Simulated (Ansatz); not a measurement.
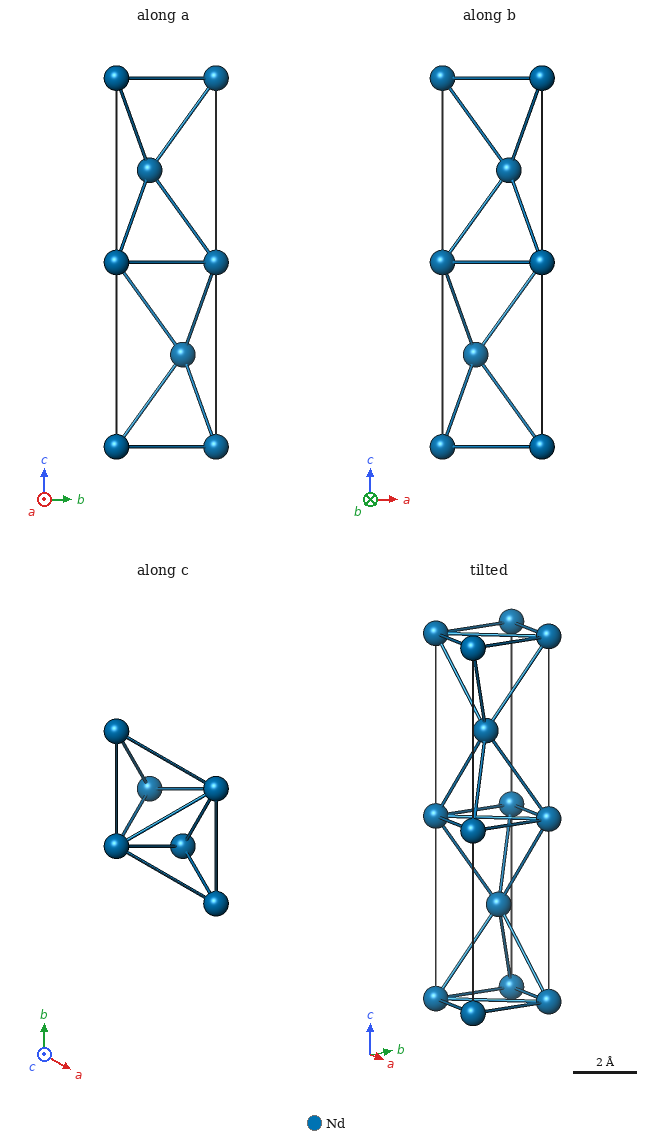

Figure: ball-and-stick view along the a axis, along the b axis, along the c axis and slightly off an axis. Atoms at the boundary of the conventional unit cell (the box) are drawn once for each face, edge or corner they touch.

Lattice parameters: a = 3.6758 Å, b = 3.6758 Å, c = 11.7915 Å, α = 90.000°, β = 90.000°, γ = 120.000°.

Q: Give the structure in the form of a CIF in P1 with every atom of the cell.

A:
```cif
data_structure
_symmetry_space_group_name_H-M 'P 1'
_symmetry_Int_Tables_number 1
_cell_length_a 3.6758
_cell_length_b 3.6758
_cell_length_c 11.7915
_cell_angle_alpha 90.000
_cell_angle_beta 90.000
_cell_angle_gamma 120.000
_cell_volume 137.97
loop_
_atom_site_label
_atom_site_type_symbol
_atom_site_fract_x
_atom_site_fract_y
_atom_site_fract_z
_atom_site_occupancy
Nd1 Nd 0.0000 0.0000 0.0000 1
Nd2 Nd 0.0000 0.0000 0.5000 1
Nd3 Nd 0.3333 0.6667 0.2500 1
Nd4 Nd 0.6667 0.3333 0.7500 1
```

Provenance: a structure type known for this element. The geometry comes from a coarse first relaxation with DFT PBE, scalar-relativistic, plane waves, PAW (Ansatz).
